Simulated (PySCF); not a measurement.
**One shape, several levels: C2H9NSi2 (SMILES C=C[SiH2][SiH2]N)**

Wanted: a comparison of 5 runs (HF/STO-3G, HF/3-21G, M06-2X/STO-3G, B3LYP/6-31G*, wB97X/pcseg-1) of C2H9NSi2. The job is set up through a Python script.

The results are computed with PySCF 2.14.0.

## 1. Starting point

The species is C2H9NSi2 (14 atoms), meant as a singlet with charge 0. SMILES: `C=C[SiH2][SiH2]N`. Geometry: relaxed at GFN2-xTB. This is one conformer, not always the lowest.

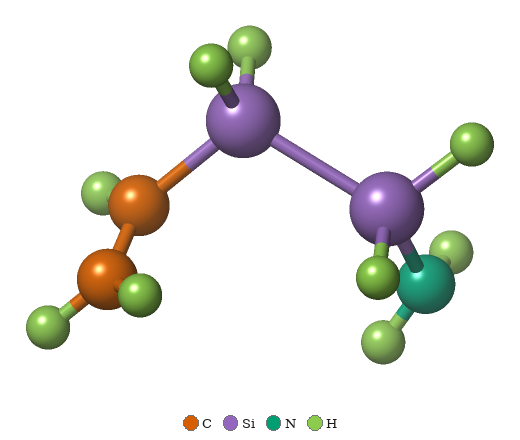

The structure, seen from a chosen angle (carbon orange, silicon purple, nitrogen teal, hydrogen green).

## 2. Energy and forces at HF/STO-3G (run 1)

start.xyz reads:

```xyz
14

C     -1.710470     0.695760     1.465260
C     -0.631260     1.321580     1.022060
Si     1.036180     0.475160     0.742490
Si     0.833660    -1.278140    -0.763570
N      0.132570    -0.893910    -2.298970
H     -1.694260    -0.355450     1.708840
H     -2.658290     1.191980     1.615320
H     -0.713670     2.378690     0.795600
H      1.949510     1.550490     0.309610
H      1.531780     0.039100     2.057820
H      2.135920    -1.847830    -1.128040
H     -0.040130    -2.346670    -0.263600
H     -0.833660    -0.607300    -2.324220
H      0.662140    -0.323450    -2.938600
```

run.py reads:

```python
# C=C[SiH2][SiH2]N
from pyscf import gto, scf

molecule = gto.Mole()
molecule.atom = 'start.xyz'
molecule.basis = 'sto-3g'
molecule.max_memory = 1860
molecule.charge = 0
molecule.verbose = 4
molecule.build()

mf = scf.RHF(molecule)
mf.conv_tol = 1e-10
mf.kernel()
if not mf.converged:
    mf = mf.newton().run(mf.mo_coeff, mf.mo_occ)

etot = mf.e_tot
print('E = %.10f Eh' % etot)
grad = mf.nuc_grad_method().kernel()
dip = mf.dip_moment()
pop, q = mf.mulliken_pop()
```

Launch:

```console
OMP_NUM_THREADS=1 python run.py
```

What it wrote:

```text
PySCF version 2.14.0

[... 68 lines left out ...]
converged SCF energy = -704.978066974583
[... 12 lines left out ...]
Dipole moment(X, Y, Z, Debye):  0.31463,  0.84258,  0.19346
[... 18 lines left out ...]
pop of  2 Si 3py          0.81484
pop of  2 Si 3pz          0.81539
pop of  3 Si 1s           1.99962
pop of  3 Si 2s           1.98748
pop of  3 Si 3s           1.21033
pop of  3 Si 2px          1.96455
pop of  3 Si 2py          1.96526
pop of  3 Si 2pz          1.96369
pop of  3 Si 3px          0.75712
pop of  3 Si 3py          0.79867
pop of  3 Si 3pz          0.68090
pop of  4 N 1s            1.99519
pop of  4 N 2s            1.54827
pop of  4 N 2px           1.06644
pop of  4 N 2py           1.69401
pop of  4 N 2pz           1.30036
pop of  5 H 1s            0.95488
pop of  6 H 1s            0.94582
pop of  7 H 1s            0.95229
pop of  8 H 1s            1.16121
pop of  9 H 1s            1.15600
pop of  10 H 1s           1.16165
pop of  11 H 1s           1.15955
pop of  12 H 1s           0.85563
pop of  13 H 1s           0.85667
 ** Mulliken atomic charges  **
charge of    0C =     -0.14305
charge of    1C =     -0.23959
charge of    2Si =      0.51823
charge of    3Si =      0.67238
charge of    4N =     -0.60428
charge of    5H =      0.04512
charge of    6H =      0.05418
charge of    7H =      0.04771
charge of    8H =     -0.16121
charge of    9H =     -0.15600
charge of   10H =     -0.16165
charge of   11H =     -0.15955
charge of   12H =      0.14437
charge of   13H =      0.14333
```

Run time: 3.3 s. Hardware: 1 thread of Intel Xeon at 2.70GHz, shared host; peak memory 0.12 GiB.

## 3. Energy and forces at HF/3-21G (run 2)

input.py reads:

```python
from pyscf import gto

mol = gto.Mole()
mol.atom = '''
C     -1.710470     0.695760     1.465260
C     -0.631260     1.321580     1.022060
Si     1.036180     0.475160     0.742490
Si     0.833660    -1.278140    -0.763570
N      0.132570    -0.893910    -2.298970
H     -1.694260    -0.355450     1.708840
H     -2.658290     1.191980     1.615320
H     -0.713670     2.378690     0.795600
H      1.949510     1.550490     0.309610
H      1.531780     0.039100     2.057820
H      2.135920    -1.847830    -1.128040
H     -0.040130    -2.346670    -0.263600
H     -0.833660    -0.607300    -2.324220
H      0.662140    -0.323450    -2.938600
'''
mol.basis = '3-21g'
mol.charge = 0
mol.max_memory = 1860
mol.verbose = 4
mol.build()

calc0 = mol.RHF()
calc0.conv_tol = 1e-10
calc0.kernel()
if not calc0.converged:
    calc0 = calc0.newton().run(calc0.mo_coeff, calc0.mo_occ)

e_tot = calc0.e_tot
print('Final energy', e_tot)
grad = calc0.nuc_grad_method().kernel()
dip = calc0.dip_moment()
pop, q = calc0.mulliken_pop()
```

Launch:

```console
OMP_NUM_THREADS=1 python input.py
```

What it wrote:

```text
PySCF version 2.14.0

[... 70 lines left out ...]
converged SCF energy = -709.454750505831
Final energy -709.4547505058313
[... 11 lines left out ...]
Dipole moment(X, Y, Z, Debye): -0.85504,  1.35450, -0.25642
[... 47 lines left out ...]
pop of  4 N 3s            1.34579
pop of  4 N 2px           0.54034
pop of  4 N 2py           0.69425
pop of  4 N 2pz           0.58823
pop of  4 N 3px           0.68281
pop of  4 N 3py           1.01252
pop of  4 N 3pz           0.83630
pop of  5 H 1s            0.47827
pop of  5 H 2s            0.31627
pop of  6 H 1s            0.47494
pop of  6 H 2s            0.30751
pop of  7 H 1s            0.46696
pop of  7 H 2s            0.30703
pop of  8 H 1s            0.42768
pop of  8 H 2s            0.75188
pop of  9 H 1s            0.42791
pop of  9 H 2s            0.74430
pop of  10 H 1s           0.43431
pop of  10 H 2s           0.76659
pop of  11 H 1s           0.43355
pop of  11 H 2s           0.76311
pop of  12 H 1s           0.44396
pop of  12 H 2s           0.23931
pop of  13 H 1s           0.44492
pop of  13 H 2s           0.24062
 ** Mulliken atomic charges  **
charge of    0C =     -0.40281
charge of    1C =     -0.67873
charge of    2Si =      0.68587
charge of    3Si =      0.90684
charge of    4N =     -1.04206
charge of    5H =      0.20546
charge of    6H =      0.21756
charge of    7H =      0.22600
charge of    8H =     -0.17955
charge of    9H =     -0.17220
charge of   10H =     -0.20090
charge of   11H =     -0.19666
charge of   12H =      0.31673
charge of   13H =      0.31446
```

It took 4.5 s on 1 thread of Intel Xeon at 2.70GHz, shared host; peak memory 0.14 GiB.

## 4. Energy and gradient at M06-2X/STO-3G (run 3)

calc.py reads:

```python
from pyscf import gto, dft

mol = gto.M(
    atom='''
C       -1.710470       0.695760       1.465260
C       -0.631260       1.321580       1.022060
Si       1.036180       0.475160       0.742490
Si       0.833660      -1.278140      -0.763570
N        0.132570      -0.893910      -2.298970
H       -1.694260      -0.355450       1.708840
H       -2.658290       1.191980       1.615320
H       -0.713670       2.378690       0.795600
H        1.949510       1.550490       0.309610
H        1.531780       0.039100       2.057820
H        2.135920      -1.847830      -1.128040
H       -0.040130      -2.346670      -0.263600
H       -0.833660      -0.607300      -2.324220
H        0.662140      -0.323450      -2.938600
''',
    spin=0,
    max_memory=1860,
    verbose=4,
    basis='sto-3g',
)

mf = dft.RKS(mol, xc='m06-2x')
mf.grids.level = 5
mf.conv_tol = 1e-10
mf.kernel()
if not mf.converged:
    mf = mf.newton().run(mf.mo_coeff, mf.mo_occ)

energy = mf.e_tot
print('E = %.10f Eh' % energy)
grad = mf.nuc_grad_method().kernel()
mf.analyze()
```

Launch:

```console
OMP_NUM_THREADS=1 python calc.py
```

What it wrote:

```text
PySCF version 2.14.0

[... 98 lines left out ...]
One-electron Energy =                -1521.253844705912343
[... 6 lines left out ...]
MO #2   energy= -66.2484286971042  occ= 2
[... 4 lines left out ...]
MO #7   energy= -5.36352223757478  occ= 2
[... 4 lines left out ...]
MO #12  energy= -3.5845986305381   occ= 2
[... 4 lines left out ...]
MO #17  energy= -0.574815454579343 occ= 2
[... 4 lines left out ...]
MO #22  energy= -0.370696043711212 occ= 2
[... 4 lines left out ...]
MO #27  energy= -0.258368843780428 occ= 2
[... 4 lines left out ...]
MO #32  energy= 0.320310161733658  occ= 0
[... 4 lines left out ...]
MO #37  energy= 0.507614333000195  occ= 0
[... 4 lines left out ...]
MO #42  energy= 0.785467964517763  occ= 0
[... 20 lines left out ...]
pop of  2 Si 3pz          0.83563
pop of  3 Si 1s           1.99999
pop of  3 Si 2s           1.99953
pop of  3 Si 3s           1.16665
pop of  3 Si 2px          1.99830
pop of  3 Si 2py          1.99834
pop of  3 Si 2pz          1.99840
pop of  3 Si 3px          0.79169
pop of  3 Si 3py          0.82452
pop of  3 Si 3pz          0.72474
pop of  4 N 1s            1.99982
pop of  4 N 2s            1.33218
pop of  4 N 2px           1.10079
pop of  4 N 2py           1.68848
pop of  4 N 2pz           1.29954
pop of  5 H 1s            0.96565
pop of  6 H 1s            0.95995
pop of  7 H 1s            0.96330
pop of  8 H 1s            1.12529
pop of  9 H 1s            1.11997
pop of  10 H 1s           1.12598
pop of  11 H 1s           1.12458
pop of  12 H 1s           0.89027
pop of  13 H 1s           0.89131
 ** Mulliken atomic charges  **
charge of    0C =     -0.11008
charge of    1C =     -0.18628
charge of    2Si =      0.38563
charge of    3Si =      0.49783
charge of    4N =     -0.42081
charge of    5H =      0.03435
charge of    6H =      0.04005
charge of    7H =      0.03670
charge of    8H =     -0.12529
charge of    9H =     -0.11997
charge of   10H =     -0.12598
charge of   11H =     -0.12458
charge of   12H =      0.10973
charge of   13H =      0.10869
Dipole moment(X, Y, Z, Debye):  0.17457,  0.81387, -0.09353
```

It took 36 s on 1 thread of Intel Xeon at 2.70GHz, shared host; peak memory 0.47 GiB.

Run 4 isn't shown in full; the table further down has it.

## 5. Energy and forces at wB97X/pcseg-1 (run 5)

input.py reads:

```python
from pyscf import gto, dft

system = gto.M(
    atom='''
C     -1.710470     0.695760     1.465260
C     -0.631260     1.321580     1.022060
Si     1.036180     0.475160     0.742490
Si     0.833660    -1.278140    -0.763570
N      0.132570    -0.893910    -2.298970
H     -1.694260    -0.355450     1.708840
H     -2.658290     1.191980     1.615320
H     -0.713670     2.378690     0.795600
H      1.949510     1.550490     0.309610
H      1.531780     0.039100     2.057820
H      2.135920    -1.847830    -1.128040
H     -0.040130    -2.346670    -0.263600
H     -0.833660    -0.607300    -2.324220
H      0.662140    -0.323450    -2.938600
''',
    charge=0,
    basis='pcseg-1',
    verbose=4,
    max_memory=1860,
)

myscf = dft.RKS(system)
myscf.xc = 'wb97x'
myscf.conv_tol = 1e-10
myscf.grids.level = 5
myscf.kernel()
if not myscf.converged:
    myscf = myscf.newton().run(myscf.mo_coeff, myscf.mo_occ)

energy = myscf.e_tot
print('Final energy', energy)
grad = myscf.nuc_grad_method().kernel()
myscf.analyze()
```

Launch:

```console
OMP_NUM_THREADS=1 python input.py
```

What it wrote:

```text
PySCF version 2.14.0

[... 108 lines left out ...]
MO #3   energy= -14.3675824666382  occ= 2
[... 11 lines left out ...]
MO #15  energy= -0.901709310305475 occ= 2
[... 11 lines left out ...]
MO #27  energy= -0.382097312145565 occ= 2
[... 11 lines left out ...]
MO #39  energy= 0.210534750795631  occ= 0
[... 11 lines left out ...]
MO #51  energy= 0.500835805364041  occ= 0
[... 11 lines left out ...]
MO #63  energy= 0.738160848531599  occ= 0
[... 11 lines left out ...]
MO #75  energy= 1.07456764095885   occ= 0
[... 11 lines left out ...]
MO #87  energy= 1.87036513393314   occ= 0
[... 11 lines left out ...]
MO #99  energy= 2.1620718354119    occ= 0
[... 11 lines left out ...]
MO #111 energy= 2.6543216387731    occ= 0
[... 11 lines left out ...]
MO #123 energy= 3.57390282495732   occ= 0
[... 101 lines left out ...]
pop of  9 H 2s            0.00316
pop of  9 H 2px           0.00033
pop of  9 H 2py           0.00020
pop of  9 H 2pz           0.00230
pop of  10 H 1s           1.09514
pop of  10 H 2s           0.00307
pop of  10 H 2px          0.00222
pop of  10 H 2py          0.00051
pop of  10 H 2pz          0.00034
pop of  11 H 1s           1.09497
pop of  11 H 2s           0.00298
pop of  11 H 2px          0.00116
pop of  11 H 2py          0.00167
pop of  11 H 2pz          0.00026
pop of  12 H 1s           0.77236
pop of  12 H 2s           0.01036
pop of  12 H 2px          0.00136
pop of  12 H 2py          0.00116
pop of  12 H 2pz          0.00051
pop of  13 H 1s           0.77328
pop of  13 H 2s           0.01021
pop of  13 H 2px          0.00048
pop of  13 H 2py          0.00139
pop of  13 H 2pz          0.00117
 ** Mulliken atomic charges  **
charge of    0C =     -0.19701
charge of    1C =     -0.30871
charge of    2Si =      0.32700
charge of    3Si =      0.52458
charge of    4N =     -0.69803
charge of    5H =      0.09546
charge of    6H =      0.10443
charge of    7H =      0.10630
charge of    8H =     -0.09035
charge of    9H =     -0.08908
charge of   10H =     -0.10127
charge of   11H =     -0.10105
charge of   12H =      0.21426
charge of   13H =      0.21347
Dipole moment(X, Y, Z, Debye): -0.76092,  1.09053, -0.38625
```

Run time: 2.8 min. Hardware: 1 thread of Intel Xeon at 2.70GHz, shared host; peak memory 1.3 GiB.

## 6. All runs side by side

```tsv
run	level	integration grid	Cartesian functions	energy (Eh)	dipole moment (D)	HOMO energy (eV)	LUMO energy (eV)	wall time
1	HF/STO-3G	–	no	-704.978067	0.92	-7.28	8.49	3.3 s
2	HF/3-21G	–	no	-709.454751	1.62	-9.39	3.32	4.5 s
3	M06-2X/STO-3G	5	no	-706.963047	0.84	-4.99	4.76	36 s
4	B3LYP/6-31G* (Cartesian functions)	5	yes	-715.353230	1.59	-6.40	-0.38	57 s
5	wB97X/pcseg-1	5	no	-715.254556	1.38	-9.19	1.55	2.8 min
```

## 7. Outcome

| quantity | value |
| --- | --- |
| run 5: total energy | -715.25456 Eh |
| run 5: dipole moment | 1.38 D |
| run 5: HOMO energy | -9.19 eV |
| run 5: LUMO energy | 1.55 eV |
| run 5: HOMO–LUMO gap | 10.74 eV |
| run 5: largest force on an atom | 0.704 eV/Å |

What this shows: The dipole moment (its size) runs from 0.84 D (M06-2X/STO-3G) to 1.62 D (HF/3-21G). The two ends differ in method and basis. The HOMO–LUMO gap runs from 6.02 eV (B3LYP/6-31G*) to 15.77 eV (HF/STO-3G). Totals of different functionals can't be ranked against each other. In runs 1, 3 the basis is minimal, so the values are rough. All runs together took 4.5 min, the longest 2.8 min.
